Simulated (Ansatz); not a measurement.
Geometry relaxation, with input and output: GeH4ClOF (part 2 of 2)

Continued. System: GeH4ClOF. Method: RKS BHLYP-D4/def2-SVP (Ansatz 0.2.0). The input holds or restrains some coordinates. It belongs to a series of runs on one base structure; here: pulled along the bonds that form and break, towards end B.

Geometry of the input (Å):
```
Ge 0.0000  0.0000  0.0000
O  0.0000  0.0000  2.1200
H  -0.9095  -0.2814  2.4571
F  1.5842  0.0000  -0.5594
H  -0.7300  1.2648  -0.5162
H  -0.7300  -1.2648  -0.5162
Cl 1.3153  -1.9973  0.7946
H  0.6933  -1.0528  1.9346
```

## Trajectory as extended XYZ, continued
```
8
Properties=species:S:1:pos:R:3:forces:R:3 step=3 energy=-73851.90490
Ge    0.0607   -0.1539   -0.2337   -0.6195   0.4137   1.4568
O     0.0184   -0.0199    2.3942   -0.5415   0.0473  -1.3710
H    -0.9069   -0.2886    2.4706    0.5641  -0.1266   0.2983
F     1.6499    0.0660   -0.6181    2.0820   2.5893  -1.9881
H    -0.7080    1.2482   -0.4941    0.8944  -0.9061   0.7741
H    -0.7620   -1.2865   -0.5381   -1.7138  -1.0508  -0.9932
Cl    1.3322   -2.0757    0.5267   -0.5563  -0.8668   1.5094
H     0.5390   -0.8211    2.2070   -0.1095  -0.1000   0.3136
8
Properties=species:S:1:pos:R:3:forces:R:3 step=5 energy=-73853.09248
Ge    0.1806   -0.3201   -0.3588    0.0161   0.1636   0.3912
O    -0.0537    0.0560    2.5617    0.7421  -1.1022  -0.7296
H    -0.9413   -0.2991    2.5483   -0.0335  -0.0523   0.2262
F     1.7018    0.2867   -0.9010   -0.1460   0.0899  -0.8316
H    -0.5510    1.0778   -0.3456    0.4457  -0.5800   0.7918
H    -0.9114   -1.3039   -0.7708   -0.0927   0.0854  -0.8583
Cl    1.2735   -2.0900    0.4694   -0.2171   0.4309   0.8074
H     0.5248   -0.7389    2.5113   -0.7146   0.9646   0.2030
8
Properties=species:S:1:pos:R:3:forces:R:3 step=6 energy=-73853.64613
Ge    0.2053   -0.3512   -0.4053    0.0986   0.1386   0.3542
O    -0.0782    0.0657    2.5116    0.6481  -1.7830   0.0119
H    -0.9559   -0.3188    2.6090    0.2517   0.2285   0.1001
F     1.6719    0.2843   -1.0933   -0.5256  -0.3392  -0.5692
H    -0.4855    1.0228   -0.1743    0.3494  -0.5177   0.6031
H    -0.9174   -1.2727   -0.9429    0.4340   0.2323  -0.6370
Cl    1.2686   -2.0371    0.5719   -0.3030   0.5582   0.3641
H     0.5144   -0.7245    2.6379   -0.9533   1.4823  -0.2273
8
Properties=species:S:1:pos:R:3:forces:R:3 step=7 energy=-73854.07311
Ge    0.2213   -0.3653   -0.4104    0.1615   0.0337  -0.1128
O    -0.1114    0.0762    2.5047    0.4055  -1.7163   0.4167
H    -0.9734   -0.3316    2.6566    0.3084   0.3588   0.0079
F     1.6088    0.2387   -1.2765   -0.5993  -0.3471  -0.1870
H    -0.4247    0.9722    0.0091    0.3586  -0.5209   0.3582
H    -0.8586   -1.2364   -1.1009    0.4554   0.2912  -0.2836
Cl    1.2648   -2.0022    0.6410   -0.2986   0.5788   0.1324
H     0.4965   -0.6830    2.6910   -0.7915   1.3218  -0.3319
8
Properties=species:S:1:pos:R:3:forces:R:3 step=9 energy=-73854.43718
Ge    0.2636   -0.3673   -0.4348    0.4437  -0.2449  -0.0618
O    -0.2345    0.0337    2.4756    0.4140  -0.8585   0.6155
H    -1.0665   -0.3812    2.7060    0.0520   0.0882   0.0707
F     1.4513    0.1286   -1.5941   -0.1515  -0.1123  -0.0235
H    -0.1613    0.9094    0.2503    0.1442  -0.0779   0.0268
H    -0.8287   -1.1454   -1.1604    0.0295   0.0062   0.0124
Cl    1.3678   -1.8842    0.7179   -0.2619   0.4450  -0.2739
H     0.4317   -0.6251    2.7540   -0.6700   0.7541  -0.3662
8
Properties=species:S:1:pos:R:3:forces:R:3 step=10 energy=-73854.52628
Ge    0.3176   -0.3387   -0.4501    0.4983  -0.3904  -0.1761
O    -0.3726   -0.0291    2.4416    0.0803  -1.1575   0.8565
H    -1.1501   -0.4350    2.8626    0.7485   0.3602  -0.3295
F     1.4011    0.0543   -1.7573   -0.3108  -0.1228   0.2807
H     0.0276    0.9566    0.2654    0.1595   0.0026  -0.0396
H    -0.8485   -1.1149   -1.0610    0.0678   0.1010   0.0966
Cl    1.4714   -1.8173    0.7068   -0.2326   0.4659  -0.2964
H     0.3768   -0.6074    2.7065   -1.0110   0.7410  -0.3921
8
Properties=species:S:1:pos:R:3:forces:R:3 step=11 energy=-73854.61282
Ge    0.3568   -0.3166   -0.4406    0.4522  -0.2879   0.0719
O    -0.4711   -0.0823    2.4099    0.4895  -0.8873   0.5489
H    -1.2040   -0.5082    2.8695    0.3723   0.1935  -0.2030
F     1.3163   -0.0215   -1.8625   -0.2383  -0.1134   0.2725
H     0.2168    1.0173    0.2568    0.1009  -0.0370  -0.0851
H    -0.8841   -1.0716   -0.9019    0.0542   0.0865   0.0718
Cl    1.5757   -1.7396    0.7189   -0.2420   0.4135  -0.3278
H     0.3168   -0.6090    2.6643   -0.9888   0.6321  -0.3492
8
Properties=species:S:1:pos:R:3:forces:R:3 step=12 energy=-73854.67707
Ge    0.3972   -0.2860   -0.4222    0.2893  -0.3036   0.3694
O    -0.5607   -0.1369    2.3815    0.7793  -0.6113   0.2521
H    -1.2545   -0.5997    2.8538    0.1226   0.0580  -0.1008
F     1.2194   -0.1227   -1.9364   -0.0645  -0.0467   0.0735
H     0.3931    1.0872    0.2105    0.0547  -0.0079  -0.0490
H    -0.9098   -0.9999   -0.7169    0.0196   0.0300   0.0204
Cl    1.6791   -1.6549    0.7325   -0.2773   0.3694  -0.3144
H     0.2595   -0.6187    2.6118   -0.9237   0.5122  -0.2513
8
Properties=species:S:1:pos:R:3:forces:R:3 step=13 energy=-73854.67549 accepted=F
Ge    0.4171   -0.2506   -0.3949    0.3532  -0.1917   0.0903
O    -0.5810   -0.1499    2.3968    0.2248  -1.1429   0.4231
H    -1.3198   -0.6993    2.7139    0.7098   0.5279  -0.3216
F     1.1180   -0.2353   -1.9969   -0.2833  -0.0094   0.5666
H     0.5480    1.1721    0.1536   -0.0685  -0.2993  -0.1942
H    -0.9480   -0.9394   -0.5327    0.3309   0.1922   0.0164
Cl    1.7721   -1.5567    0.7541   -0.3727   0.3264  -0.3356
H     0.2170   -0.6724    2.6206   -0.8944   0.5968  -0.2451
8
Properties=species:S:1:pos:R:3:forces:R:3 step=15 energy=-73854.69956
Ge    0.4141   -0.2489   -0.4017    0.3690  -0.2948   0.3322
O    -0.5821   -0.1668    2.3885    0.6660  -0.6504   0.2603
H    -1.2966   -0.7162    2.7212    0.2018   0.1538  -0.1152
F     1.1222   -0.2349   -1.9859   -0.0954  -0.0234   0.2145
H     0.5346    1.1621    0.1329   -0.0185  -0.0130  -0.0522
H    -0.9373   -0.9198   -0.5551    0.0233   0.0251   0.0017
Cl    1.7374   -1.5603    0.7718   -0.2814   0.2952  -0.3554
H     0.2310   -0.6467    2.6428   -0.8648   0.5075  -0.2859
8
Properties=species:S:1:pos:R:3:forces:R:3 step=16 energy=-73854.70576
Ge    0.4167   -0.2407   -0.3758    0.2781  -0.2998   0.4259
O    -0.6053   -0.1516    2.4086    0.9402  -0.4313   0.0577
H    -1.2749   -0.7988    2.6204   -0.0475  -0.0320   0.0097
F     1.0883   -0.2730   -1.9671    0.0053  -0.0122  -0.0075
H     0.5704    1.1817    0.1174   -0.0046  -0.0179   0.0008
H    -0.9504   -0.8836   -0.4945    0.0056   0.0048   0.0164
Cl    1.7435   -1.5651    0.7796   -0.3256   0.3337  -0.3026
H     0.2350   -0.6003    2.6259   -0.8515   0.4547  -0.2005
```

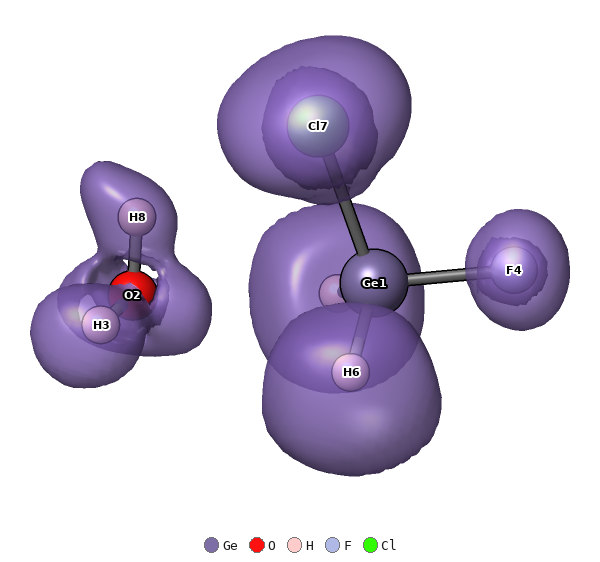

Fig. 1: Isosurface of the electron localisation function at 0.8 (purple), seen face on. Only the valence region is drawn (cores and ρ < 0.01 e/Å³ removed). Along the contacts the grid gives the following. Ge1···O2 (2.97 Å): the ELF is only about 0.05 between them. Ge–F (1.73 Å): the ELF peaks at about 0.85 in the valence shell of F, 0.5 Å from its nucleus, and is about 0.20 at the midpoint.

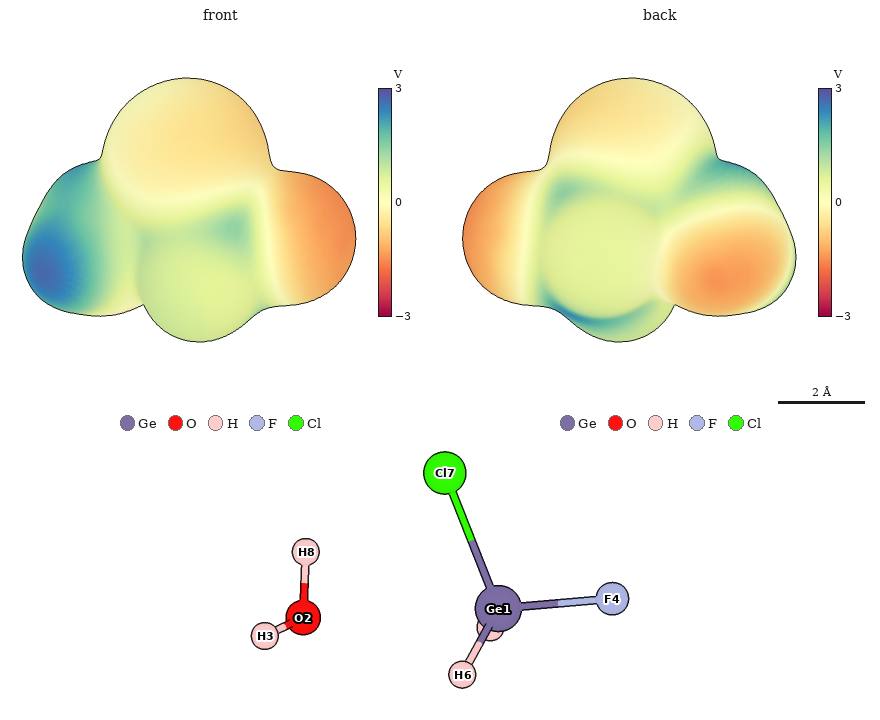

Fig. 2: The molecular electrostatic potential painted on the density surface at 0.002 e/bohr³, seen face on and from behind; the colour scale runs from red (negative) to blue (positive). The bare structure is drawn below in the same view.

## Summary

| quantity | value |
| --- | --- |
| outcome | converged under the restraints of the input |
| total energy | −73854.7059 eV |
| mean-field energy | −73854.5192 eV |
| largest force (length of the vector) at the end, held atoms and coordinates included | 1.036 eV/Å |
| hardware | 2 threads of Arm Neoverse V2, 24 GiB of memory available, shared host |
| wall time | 37 s (CPU time 71 s) |
| peak memory | 0.22 GiB |
